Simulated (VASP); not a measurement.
Band structure of NiAl (CsCl type). Method: r2SCAN meta-GGA with spin-orbit coupling, VASP's PBE PAW potentials (set 64) (plane waves; VASP).

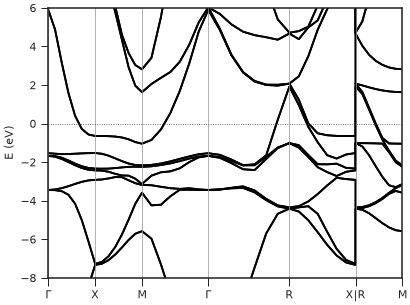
Figure: Bands along high-symmetry lines, zero at the valence-band maximum or, without a gap, the Fermi level

### Question
Read the plot: is there a gap, and where are the band edges?

### Answer
It has no gap at this level: it comes out as a metal or semimetal.

The compound is NiAl in the CsCl type structure. It was relaxed first.
